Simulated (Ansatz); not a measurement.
# AlH3 (Fd-3m): converging the G0W0 gap

How do accuracy and time trade against each other in G0W0 on AlH3 (Fd-3m)?

Method: G0W0 on LDA, plane waves, PAW, in Ansatz 0.2.0.

**1. Set-up**

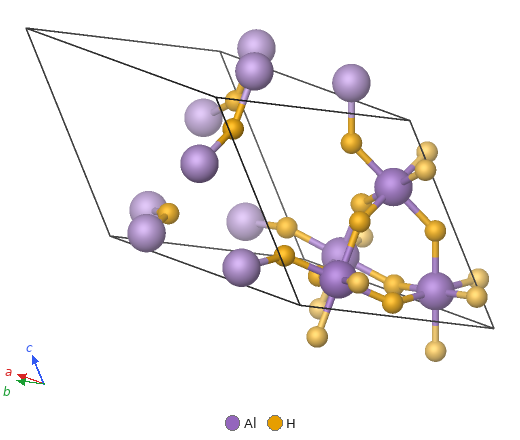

The cell as given, from a free direction (aluminium purple, hydrogen orange). Some periodic images of atoms are drawn too.

The cell and positions are those that the Materials Project relaxed with its own functionals (PBE, PBE+U or r2SCAN), kept fixed. The default PAW set here is soft_2. Its files were made with PBE.

**2. 136 empty bands, screening to 48 eV**

G0W0 replaces the xc potential by the self-energy, built once from these orbitals. Only a window of levels is corrected, while the sums run over the empty bands that the input names.

Contents of input.yaml:

```yaml
crystal:
  lattice:
    - [0.0, 4.48935055, 4.48935055]
    - [4.48935055, 0.0, 4.48935055]
    - [4.48935055, 4.48935055, 0.0]
  atoms:
    - { symbol: Al, position: [0.625, 0.125, 0.125] }
    - { symbol: Al, position: [0.125, 0.625, 0.125] }
    - { symbol: Al, position: [0.125, 0.125, 0.625] }
    - { symbol: Al, position: [0.125, 0.125, 0.125] }
    - { symbol: H, position: [0.80509041, 0.80509041, 0.19490959] }
    - { symbol: H, position: [0.19490959, 0.19490959, 0.80509041] }
    - { symbol: H, position: [0.80509041, 0.19490959, 0.80509041] }
    - { symbol: H, position: [0.19490959, 0.80509041, 0.19490959] }
    - { symbol: H, position: [0.19490959, 0.80509041, 0.80509041] }
    - { symbol: H, position: [0.80509041, 0.19490959, 0.19490959] }
    - { symbol: H, position: [0.44490959, 0.44490959, 0.05509041] }
    - { symbol: H, position: [0.05509041, 0.05509041, 0.44490959] }
    - { symbol: H, position: [0.44490959, 0.05509041, 0.44490959] }
    - { symbol: H, position: [0.05509041, 0.44490959, 0.05509041] }
    - { symbol: H, position: [0.05509041, 0.44490959, 0.44490959] }
    - { symbol: H, position: [0.44490959, 0.05509041, 0.05509041] }
kpoints:
  mp_grid: { grid: [4, 4, 4] }
hamiltonian:
  xc: lda
scf:
  occupations: { method: fixed }
gw:
  n_empty_bands: 136
  ecut_chi: 48
  qp_bands: [v4, c4]
  qp_kpoints: band_edges
  screening: { model: contour_deformation }
```

On the command line:

```console
> ansatz run input.yaml --threads 3 --pin off --max-ram 92160MiB --backend cuda --events-out ev --progress --plain --runs-dir out --devices 1 --max-vram 13GiB
```

Numbers of over 12 decimals in the logs are rounded to 6 here.

Output:

```text
GPUs: using 1 of 1 available (devices: 1).
Engine: ansatz 0.2.0, x86_64-unknown-linux-gnu
Pseudopotentials: kind: paw
Pseudopotential: Al, paw, valence charge 3, recommended cutoff 420 eV (normal), Al.paw.azcp
Pseudopotential: H, paw, valence charge 1, recommended cutoff 420 eV (normal), H.paw.azcp
Functional definition: SPW92
  exchange = slater_x
  correlation = pw_c
device memory: the entry about to start is reckoned to put 2.3 GiB on a device that reports 54.1 GiB free (of which the cap on the GPU budget leaves the run 13.0 GiB)
GPU FFT provider: cuFFT
GPU libraries: cuBLAS 13.8.2, cuFFT 12.4.0, cuSOLVER 12.3.4
Crystal: 16 atoms, lattice volume = 180.959 Å³
Basis set: ecut = 420 eV, 3527 PW (Γ)
Bands: 28, of which v1, the nominal top of the filled ones, is band 12 counted from 1 (11 counted from 0)
Symmetry: 48 space group operations
Space group: Fd-3m (ITA 227), of the structure as read, at distance tolerance 5.7e-5 Å
k-points: 8 of 64
Non-local potential: Al, projectors of the file, l = 0: 2, l = 1: 2, l = 2: 1
Non-local potential: H, projectors of the file, l = 0: 2, l = 1: 1
PAW form: soft (Blöchl's): semilocal exchange-correlation on the pseudo side does not see the compensation charge
PAW frozen core: Al, regenerated for the run's functional, and the local potential with it (the file was generated under x = pbe(κ = 0.804, μ = 0.219515), c = pbe(β = 0.066725))
PAW one-centre angular grid: Al, 110 points (default); XC on 64 Gauss nodes
PAW one-centre angular grid: H, 110 points (default); XC on 64 Gauss nodes
Initial density: superposition of atomic densities (neutral atoms: chi_scale 0, normalization atom), corrected by the library's trained network
Initial wavefunctions: pseudopotential atomic-orbital guess
GPU buffer pool allocated for 91125 grid points (all kernels)
GPU transforms: local potential and band sums: pruned to the plane-wave sphere, on 45×45×45
Functional: x = slater, c = lda
SCF iter   1: F=—  HF=-2238.994553 eV  |F-HF|=—  |Δ(HF+E_count)|=         —  Δρ=1.19e-2  dr2=1.81e-1  ethr=1.77e-3  ⟨swp⟩=5.1  Hψ=954  notcnv=0  defer=101
preconditioner: auto → none  [insulator: Δε(μ)=2.691 eV  Ē_g=10.708 eV  n_scr=14 (ndim 8)  ℏωp=13.5 eV  f_vac=0.153  ε∞_Penn≈2.6]
SCF iter   2: F=—  HF=-2238.936405 eV  |F-HF|=—  |Δ(HF+E_count)|=   5.81e-2  Δρ=3.79e-3  dr2=1.86e-2  ethr=7.53e-4  ⟨swp⟩=2.2  Hψ=326  notcnv=0  defer=109
SCF iter   3: F=—  HF=-2238.932106 eV  |F-HF|=—  |Δ(HF+E_count)|=   4.30e-3  Δρ=2.39e-4  dr2=8.60e-5  ethr=7.77e-5  ⟨swp⟩=2.6  Hψ=244  notcnv=0  defer=109
SCF iter   4: F=—  HF=-2238.932174 eV  |F-HF|=—  |Δ(HF+E_count)|=   6.83e-5  Δρ=7.03e-5  dr2=6.45e-6  ethr=3.58e-7  ⟨swp⟩=2.2  Hψ=255  notcnv=0  defer=105
iter 5 did not close the SCF: its close was put off for the readings that it lacked (scf_convergence_deferred on its scf_iter line)
SCF iter   5: F=-2238.932183 eV  HF=-2238.932183 eV  |F-HF|=1.21e-8  |Δ(HF+E_count)|=   8.72e-6  Δρ=4.65e-6  dr2=2.98e-8  ethr=2.69e-8  ⟨swp⟩=2.1  Hψ=210  notcnv=0  defer=105
SCF iter   6: F=-2238.932183 eV  HF=-2238.932183 eV  |F-HF|=1.24e-10  |Δ(HF+E_count)|=  3.14e-10  Δρ=5.11e-7  dr2=4.15e-10  ethr=1.24e-10  ⟨swp⟩=10.6  Hψ=1598  notcnv=0
SCF 1 converged in 6 iterations: F = -2238.932183 eV  dr2 = 4.15e-10
  greatest PAW one-centre occupation: 0.402 electrons in one spin orbital (limit 2), on the Al atom at site 3 (counted from 0), in its partial waves of l = 0
device memory: the entry about to start is reckoned to put 3.0 GiB on a device that reports 53.7 GiB free (of which the cap on the GPU budget leaves the run 13.0 GiB)
NSCF: frozen V_eff on 8 k-points
the band table was solved once the SCF had ended and its energy, with any forces and stress, was formed, with the checks that follow a solve (1073 applications of the Hamiltonian). They found nothing against the state; the energy, forces and stress were not computed again (output.eigenvalues in the input reference)
device memory: the entry about to start is reckoned to put 3.9 GiB on a device that reports 53.7 GiB free (of which the cap on the GPU budget leaves the run 13.0 GiB)
NSCF: frozen V_eff on 8 k-points
G₀W₀ screening: q 1/8
[... further progress lines ...]
device memory: the entry about to start is reckoned to put 0.5 GiB on a device that reports 50.0 GiB free (of which the cap on the GPU budget leaves the run 13.0 GiB)
NSCF: frozen V_eff on 1 k-points
SCF converged after 6 iterations
Free energy (F): -2238.932183 eV
Harris-Foulkes:  -2238.932183 eV  (|F-HF|=1.24e-10)
Internal energy: -2238.932183 eV  (E = F + TS)
E sigma→0 (E₀):  -2238.932183 eV
Fermi energy:    -0.147301 eV
--- Per-component energies (eV) ---
  E_band       = -98.833651
  E_kinetic    = 262.061517
  E_local      = -405.152321  (includes V_loc(G=0)·N_el)
  E_nonlocal   = 58.936682
  E_hartree    = 132.671479
  E_xc         = -263.935538
  E_vxc        = -256.465387  (∫ρ·V_xc dr)
  E_paw        = -1779.057659  (= ΣΔE_a)
  E_vpaw       = -23.541996  (= ΣTr[D̂ρ^β])
  E_aug_tail   = -0.015109  (compensation charges beyond the density's cutoff)
  E_ewald      = -244.664101
  E_core_change = 0.222866  (= ΣΔE_core)
  E_smearing   = -0.000000  (= −TS)
  E_closure    = 0.000000  (closes the sum)
  Σ components = -2238.932183   (vs F -2238.932183, Δ=0.00e0)
--- Band table (eV; the first three rows and the last of 8) ---
  k-point 0: bands = [... 8 lower, -3.7129, -3.7129, -0.1473, -0.1473, 2.9238, 4.3709, 4.3709, 4.3709, ... 12 higher]
  k-point 1: bands = [... 8 lower, -3.2479, -2.9487, -0.6356, -0.6356, 3.4887, 3.9614, 4.7897, 4.9395, ... 12 higher]
  k-point 2: bands = [... 8 lower, -2.3337, -1.9220, -1.5073, -1.5073, 3.0893, 3.8688, 4.8745, 4.8745, ... 12 higher]
  k-point 7: bands = [... 8 lower, -2.0786, -2.0786, -1.3258, -1.3258, 3.0357, 3.0357, 4.7453, 4.7453, ... 12 higher]
--- G₀W₀: contour deformation, 5 samples at zero and on the imaginary axis and 2 off it, 64 q-points, 136 empty bands' worth ---
  eigenvalues of the whole cell's RPA ε∞ on this k-mesh (on a slab, of 1 + 4πα/V) = 3.4799, 3.4799, 3.4799; static W/v taken at q = 0 is 0.287361
  gw.qp_kpoints: band_edges: 8 of 8 stored k-points solved, in 1 pass; an edge of the gap read off the rows below is read off those points alone
    ik  band        ε_KS         Σx   Σc(E_QP)       V_xc       Z   E_QP_lin       E_QP  E_QP is
     0     9     -3.7129   -16.3723     3.4914   -11.7928  0.7346    -4.8325    -4.8010  root
     0    10     -3.7129   -16.3723     3.4914   -11.7928  0.7346    -4.8325    -4.8010  root
     0    11     -0.1473   -15.5426     2.3645   -12.2736  0.7830    -1.0629    -1.0518  root
     0    12     -0.1473   -15.5426     2.3645   -12.2736  0.7830    -1.0629    -1.0518  root
     0    13      2.9238    -2.9882    -3.3060    -7.0671  0.8222     3.7039     3.6966  root
     0    14      4.3709    -3.4829    -3.5224    -7.9061  0.8094     5.2833     5.2716  root
     0    15      4.3709    -3.4829    -3.5224    -7.9061  0.8094     5.2833     5.2716  root
     0    16      4.3709    -3.4829    -3.5224    -7.9061  0.8094     5.2833     5.2716  root
     1     9     -3.2479   -16.0450     3.2195   -11.7952  0.7419    -4.3053    -4.2782  root
     1    10     -2.9487   -15.7604     2.9195   -11.8899  0.7499    -3.9209    -3.8997  root
     1    11     -0.6356   -15.4899     2.4201   -12.1565  0.7782    -1.5610    -1.5488  root
     1    12     -0.6356   -15.4899     2.4201   -12.1565  0.7782    -1.5610    -1.5488  root
     1    13      3.4887    -3.1689    -3.4053    -7.3923  0.8171     4.3156     4.3069  root
     1    14      3.9614    -4.2524    -3.3590    -8.5165  0.8101     4.8778     4.8665  root
     1    15      4.7897    -4.8928    -3.7671    -9.7525  0.7953     5.9031     5.8823  root
     1    16      4.9395    -4.7189    -3.6431    -9.3945  0.7962     5.9902     5.9719  root
     2     9     -2.3337   -15.8780     2.9174   -11.9514  0.7574    -3.3639    -3.3430  root
     2    10     -1.9220   -15.6651     2.6645   -12.0426  0.7662    -2.8963    -2.8799  root
     2    11     -1.5073   -15.3917     2.5352   -11.9422  0.7683    -2.4358    -2.4215  root
     2    12     -1.5073   -15.3917     2.5352   -11.9422  0.7683    -2.4358    -2.4215  root
     2    13      3.0893    -6.2155    -3.4778   -10.8592  0.8015     4.2731     4.2553  root
     2    14      3.8688    -2.6940    -3.3789    -6.8455  0.8203     4.6491     4.6413  root
     2    15      4.8745    -7.3787    -3.7240   -12.3659  0.7787     6.1694     6.1377  root
     2    16      4.8745    -7.3787    -3.7240   -12.3659  0.7787     6.1694     6.1377  root
[...]
7     9     -2.0786   -15.7638     2.8144   -11.9605  0.7604    -3.0865    -3.0675  root
     7    10     -2.0786   -15.7638     2.8144   -11.9605  0.7604    -3.0865    -3.0675  root
     7    11     -1.3258   -15.4885     2.5060   -12.0555  0.7730    -2.2664    -2.2528  root
     7    12     -1.3258   -15.4885     2.5060   -12.0555  0.7730    -2.2664    -2.2528  root
     7    13      3.0357    -7.1079    -3.3611   -11.6574  0.7971     4.2423     4.2241  root
     7    14      3.0357    -7.1079    -3.3611   -11.6574  0.7971     4.2423     4.2241  root
     7    15      4.7453    -5.6042    -3.9500   -10.7629  0.7868     5.9801     5.9541  root
     7    16      4.7453    -5.6042    -3.9500   -10.7629  0.7868     5.9801     5.9541  root
```

The job ended after 11 s (1 × NVIDIA H100 80GB HBM3 (shared by 6 runs) with 3 threads of AMD EPYC 7R13 (Zen 3), shared host; peak memory 1.1 GiB; 12 s of CPU time).

Numbers from this step:

* bands summed: 148
* RPA ε∞ on this mesh (eigenvalues): 3.480, 3.480, 3.480
* plane waves in the screening matrix: 137
* q-points in the mesh: 64
* G0W0 gap on the mesh: 4.748 eV
* k of the valence top: 0, 0, 0
* k of the conduction bottom: 0, 0, 0
* starting gap on the mesh: 2.848 eV
* Z at the valence top: 0.7830
* Z at the conduction bottom: 0.8222
* least direct G0W0 gap on the computed points: 4.748 eV

The gap on the mesh goes from 2.85 eV to 4.75 eV, a correction of +1.90 eV, though a band edge has moved to another state.

**3. 386 empty bands, screening to 96 eV**

Bands and screening cutoff are moved together, since each hides the error of the other.

Changes to input.yaml since step 2:

```diff
@@ -29,4 +29,4 @@
 gw:
-  n_empty_bands: 136
-  ecut_chi: 48
+  n_empty_bands: 386
+  ecut_chi: 96
   qp_bands: [v4, c4]
```

Output:

```text
GPUs: using 1 of 1 available (devices: 1).
[...]
GPU FFT provider: cuFFT
GPU libraries: cuBLAS 13.8.2, cuFFT 12.4.0, cuSOLVER 12.3.4
Crystal: 16 atoms, lattice volume = 180.959 Å³
Basis set: ecut = 420 eV, 3527 PW (Γ)
Bands: 28, of which v1, the nominal top of the filled ones, is band 12 counted from 1 (11 counted from 0)
Symmetry: 48 space group operations
[...]
k-points: 8 of 64
[...]
GPU buffer pool allocated for 91125 grid points (all kernels)
[...]
SCF iter   1: F=—  HF=-2238.994553 eV  |F-HF|=—  |Δ(HF+E_count)|=         —  Δρ=1.19e-2  dr2=1.81e-1  ethr=1.77e-3  ⟨swp⟩=5.1  Hψ=954  notcnv=0  defer=101
[...]
SCF iter   6: F=-2238.932183 eV  HF=-2238.932183 eV  |F-HF|=1.24e-10  |Δ(HF+E_count)|=  3.14e-10  Δρ=5.11e-7  dr2=4.15e-10  ethr=1.24e-10  ⟨swp⟩=10.6  Hψ=1598  notcnv=0
SCF 1 converged in 6 iterations: F = -2238.932183 eV  dr2 = 4.15e-10
[...]
NSCF: frozen V_eff on 8 k-points
[...]
G₀W₀ screening: q 1/8
[... further progress lines ...]
[...]
SCF converged after 6 iterations
Free energy (F): -2238.932183 eV
[...]
Internal energy: -2238.932183 eV  (E = F + TS)
E sigma→0 (E₀):  -2238.932183 eV
Fermi energy:    -0.147301 eV
[...]
--- Band table (eV; the first three rows and the last of 8) ---
  k-point 0: bands = [... 8 lower, -3.7129, -3.7129, -0.1473, -0.1473, 2.9238, 4.3709, 4.3709, 4.3709, ... 12 higher]
  k-point 1: bands = [... 8 lower, -3.2479, -2.9487, -0.6356, -0.6356, 3.4887, 3.9614, 4.7897, 4.9395, ... 12 higher]
  k-point 2: bands = [... 8 lower, -2.3337, -1.9220, -1.5073, -1.5073, 3.0893, 3.8688, 4.8745, 4.8745, ... 12 higher]
  k-point 7: bands = [... 8 lower, -2.0786, -2.0786, -1.3258, -1.3258, 3.0357, 3.0357, 4.7453, 4.7453, ... 12 higher]
[...]
bands read: the sum over 398 bands ends inside a degenerate multiplet in 2 slots, whose members it reads at an even weight; the widest, k=0: bands 398 to 400 (counted from 1) at 1/3 each
[...]
0     9     -3.7129   -16.3723     3.2259   -11.7928  0.7293    -5.1175    -5.0665  root
     0    10     -3.7129   -16.3723     3.2259   -11.7928  0.7293    -5.1175    -5.0665  root
     0    11     -0.1473   -15.5426     1.9713   -12.2736  0.7733    -1.4686    -1.4451  root
     0    12     -0.1473   -15.5426     1.9713   -12.2736  0.7733    -1.4686    -1.4451  root
     0    13      2.9238    -2.9882    -3.3941    -7.0671  0.8223     3.6142     3.6086  root
     0    14      4.3709    -3.4829    -3.6370    -7.9061  0.8090     5.1657     5.1570  root
     0    15      4.3709    -3.4829    -3.6370    -7.9061  0.8090     5.1657     5.1570  root
     0    16      4.3709    -3.4829    -3.6370    -7.9061  0.8090     5.1657     5.1570  root
[...]
7    13      3.0357    -7.1079    -3.5536   -11.6574  0.7954     4.0439     4.0316  root
     7    14      3.0357    -7.1079    -3.5536   -11.6574  0.7954     4.0439     4.0316  root
     7    15      4.7453    -5.6042    -4.1207   -10.7629  0.7863     5.8020     5.7833  root
     7    16      4.7453    -5.6042    -4.1207   -10.7629  0.7863     5.8020     5.7833  root
```

It took 15 s on 1 × NVIDIA H100 80GB HBM3 (shared by 6 runs) with 3 threads; peak memory 1.5 GiB.

Numbers from this step:

```
bands summed                                 : 398
RPA ε∞ on this mesh (eigenvalues)            : 3.436, 3.436, 3.436
plane waves in the screening matrix          : 387
q-points in the mesh                         : 64
G0W0 gap on the mesh                         : 5.054 eV
k of the valence top                         : 0, 0, 0
k of the conduction bottom                   : 0, 0, 0
starting gap on the mesh                     : 2.848 eV
Z at the valence top                         : 0.7733
Z at the conduction bottom                   : 0.8223
least direct G0W0 gap on the computed points : 5.054 eV
```

Against the run with 4×4×4 mesh, 136 empty bands, screening to 48 eV, the gap moves by +0.31 eV.

**4. 831 empty bands, screening to 160 eV**

Changes to input.yaml since step 3:

```diff
@@ -29,4 +29,4 @@
 gw:
-  n_empty_bands: 386
-  ecut_chi: 96
+  n_empty_bands: 831
+  ecut_chi: 160.0
   qp_bands: [v4, c4]
```

Output:

```text
GPUs: using 1 of 1 available (devices: 1).
[...]
GPU FFT provider: cuFFT
GPU libraries: cuBLAS 13.8.2, cuFFT 12.4.0, cuSOLVER 12.3.4
Crystal: 16 atoms, lattice volume = 180.959 Å³
Basis set: ecut = 420 eV, 3527 PW (Γ)
Bands: 28, of which v1, the nominal top of the filled ones, is band 12 counted from 1 (11 counted from 0)
Symmetry: 48 space group operations
[...]
k-points: 8 of 64
[...]
0    16      4.3709    -3.4829    -3.6855    -7.9061  0.8088     5.1161     5.1085  root
[...]
7    13      3.0357    -7.1079    -3.6408   -11.6574  0.7949     3.9546     3.9444  root
     7    14      3.0357    -7.1079    -3.6408   -11.6574  0.7949     3.9546     3.9444  root
     7    15      4.7453    -5.6042    -4.1937   -10.7629  0.7860     5.7263     5.7103  root
     7    16      4.7453    -5.6042    -4.1937   -10.7629  0.7860     5.7263     5.7103  root
[key lines of the parts left out:]
SCF converged after 6 iterations
Free energy (F): -2238.932183 eV
Fermi energy:    -0.147301 eV
```

It took 50 s on 1 × NVIDIA H100 80GB HBM3 (shared by 6 runs) with 3 threads; peak memory 2.5 GiB.

This step gave:

- bands summed: 843
- RPA ε∞ on this mesh (eigenvalues): 3.436, 3.436, 3.436
- plane waves in the screening matrix: 869
- G0W0 gap on the mesh: 5.214 eV
- k of the valence top: 0, 0, 0
- k of the conduction bottom: 0, 0, 0
- starting gap on the mesh: 2.848 eV
- least direct G0W0 gap on the computed points: 5.214 eV

Against the run with 4×4×4 mesh, 386 empty bands, screening to 96 eV, the gap moves by +0.16 eV.

**5. Changing the k mesh: 2×2×2 mesh, 386 empty bands, screening to 96 eV**

A second mesh at equal bands and cutoff isolates the sampling error. Bands and cutoff differ from the step before, so it is read against an earlier run that matches them.

Changes to input.yaml since step 4:

```diff
@@ -23,3 +23,3 @@
 kpoints:
-  mp_grid: { grid: [4, 4, 4] }
+  mp_grid: { grid: [2, 2, 2] }
 hamiltonian:
@@ -29,4 +29,4 @@
 gw:
-  n_empty_bands: 831
-  ecut_chi: 160.0
+  n_empty_bands: 386
+  ecut_chi: 96
   qp_bands: [v4, c4]
```

Output:

```text
GPUs: using 1 of 1 available (devices: 1).
[...]
GPU FFT provider: cuFFT
GPU libraries: cuBLAS 13.8.2, cuFFT 12.4.0, cuSOLVER 12.3.4
Crystal: 16 atoms, lattice volume = 180.959 Å³
Basis set: ecut = 420 eV, 3527 PW (Γ)
Bands: 28, of which v1, the nominal top of the filled ones, is band 12 counted from 1 (11 counted from 0)
Symmetry: 48 space group operations
[...]
k-points: 3 of 8
[...]
0    16      4.3736    -3.4319    -3.7242    -7.9035  0.8027     5.1297     5.1210  root
[...]
2    13      2.7031    -6.8681    -3.7510   -11.6637  0.7897     3.7632     3.7477  root
     2    14      2.7031    -6.8681    -3.7510   -11.6637  0.7897     3.7632     3.7477  root
     2    15      5.3840    -4.1164    -3.9398    -8.8248  0.7890     6.1621     6.1526  root
     2    16      5.3840    -4.1164    -3.9398    -8.8248  0.7890     6.1621     6.1526  root
[key lines of the parts left out:]
SCF converged after 6 iterations
Free energy (F): -2238.891523 eV
Fermi energy:    -0.140861 eV
```

Elapsed: 8.4 s, on 1 × NVIDIA H100 80GB HBM3 (shared by 6 runs) with 3 threads; peak memory 1.2 GiB; 7.1 s of CPU time.

This step gave:

```yaml
bands_summed: 398
rpa_eps_infinity_on_this_mesh_eigenvalues: 3.659, 3.659, 3.659
plane_waves_in_the_screening_matrix: 387
g0w0_gap_on_the_mesh: 5.008 eV
k_of_the_valence_top: 0, 0, 0
k_of_the_conduction_bottom: 0, 0, 0
starting_gap_on_the_mesh: 2.844 eV
least_direct_g0w0_gap_on_the_computed_points: 5.008 eV
```

Against the run with 4×4×4 mesh, 386 empty bands, screening to 96 eV, the gap moves by −0.05 eV.

(Continued in part 2 of 2.)

[Paths, hosts, dates, memory and timing lines, banners, echoed tables and standing remarks are left out of the program output.]

[Logs are printed without paths, hosts, clocks, repeated set-up lines and the standing remarks that a program may print on its own settings, such as how far it seeks lower states.]

[Runs of the session that timed out or met a known fault of the program may be left out.]

[Cells called generated may have been cut or substituted from an entry of the Crystallography Open Database or the Materials Project.]

[Hosts, paths, dates, database ids (printed as entryN), source tags and the programs' standing remarks are cut or masked in the printed files.]
